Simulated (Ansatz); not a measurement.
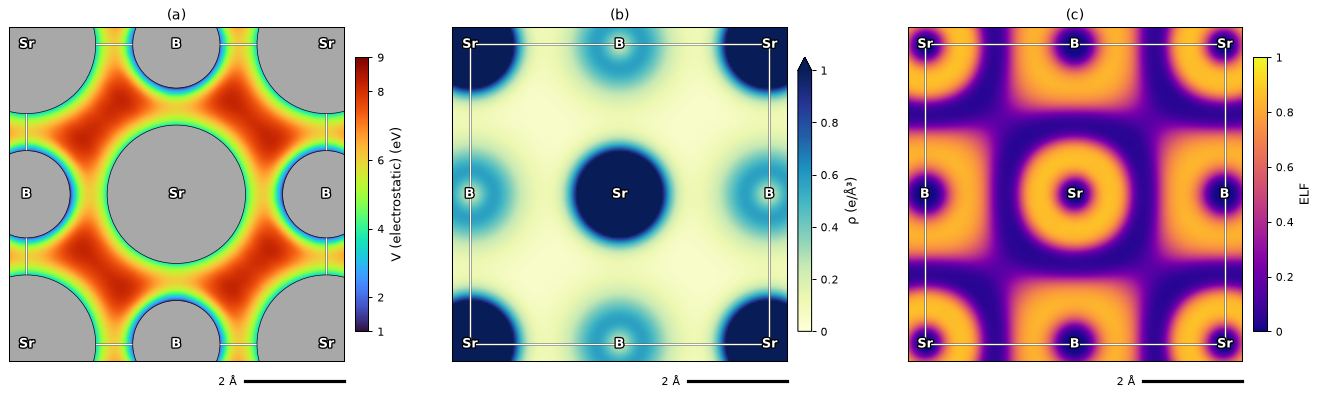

SrB. (a) electrostatic potential energy of an electron; (b) valence pseudo-density; (c) ELF on the (010) plane of the conventional cell. Grey discs cover the atomic cores in the potential map.

Space group Fm-3m; started from the rocksalt prototype, which need not be the ambient phase; changed on purpose from its base cell (volume × 1.040); computed without spin polarisation.

Theory: DFT r2SCAN, scalar-relativistic, plane waves, PAW in Ansatz 0.2.0.

In a PAW calculation such maps are meaningful between the atoms, not at the nuclei.

Q: Describe what can be read from this map.

A: Atoms in the plane: Sr and B.
Sr–B (3.03 Å): the density is about 0.11 e/Å³ at the midpoint; the ELF peaks at about 0.85 in the valence shell of B, 0.8 Å from its nucleus, and drops to about 0.05 between the two atoms.
Between the atoms the lowest density in this plane is 0.05 e/Å³.
The features right at Sr lie inside the PAW spheres, where the map follows smoothed inner orbitals and isn't to be read closely.
Outside the cores the potential energy rises away from the atoms and is highest about 1.6 Å from the nearest atoms; its zero is arbitrary.
